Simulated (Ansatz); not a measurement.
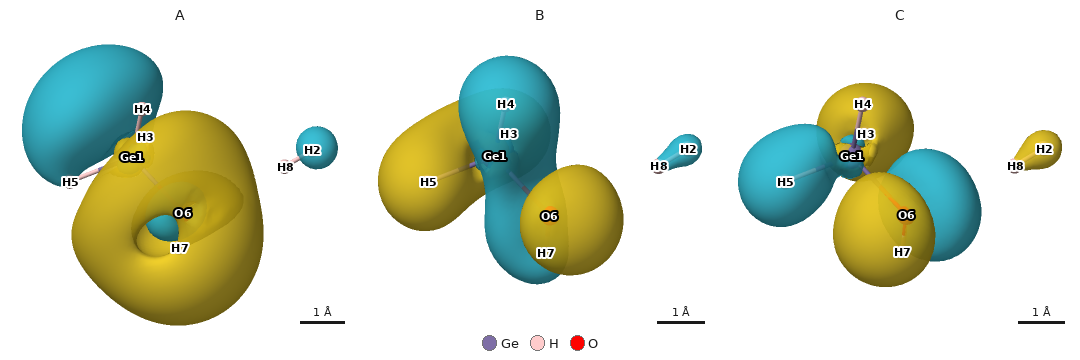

Figure 1: GeH$_{4}$O···H$_{2}$. Three frontier orbitals at ±0.06 Å⁻³ᐟ² (yellow and cyan are the two phases), in no order.

Computed with RKS BLYP-D4/def2-mTZVP in Ansatz.

```json
{"atom": "Ge", "x (Å)": "-0.4438", "y (Å)": "-0.2328", "z (Å)": "-0.7842"}
{"atom": "H", "x (Å)": "-0.2302", "y (Å)": "0.9397", "z (Å)": "3.2302"}
{"atom": "H", "x (Å)": "0.7915", "y (Å)": "-1.0556", "z (Å)": "-0.3232"}
{"atom": "H", "x (Å)": "-0.1062", "y (Å)": "1.2672", "z (Å)": "-0.9171"}
{"atom": "H", "x (Å)": "-1.0027", "y (Å)": "-0.8151", "z (Å)": "-2.1127"}
{"atom": "O", "x (Å)": "-1.7390", "y (Å)": "-0.2604", "z (Å)": "0.5023"}
{"atom": "H", "x (Å)": "-2.0998", "y (Å)": "-1.1584", "z (Å)": "0.6369"}
{"atom": "H", "x (Å)": "-0.6358", "y (Å)": "0.6856", "z (Å)": "2.6544"}
```

### Which picture is the HOMO−1, the HOMO and the LUMO?

B is the HOMO−1 (−7.81 eV). By Hirshfeld shares it lies mainly on O6 (about 50 %), Ge1 (about 20 %), H5 (about 10 %), H4 (about 10 %) and H3 (about 5 %). C is the HOMO (−6.71 eV). It lies mainly on O6 (about 70 %), Ge1 (about 10 %) and H3 (about 5 %); largely a lone pair of O6. A is the LUMO (−0.91 eV). Its weight (Hirshfeld) is mainly on Ge1 (about 45 %), O6 (about 20 %) and H7 (about 20 %).

### What is the HOMO–LUMO gap?

5.80 eV between the orbital energies.
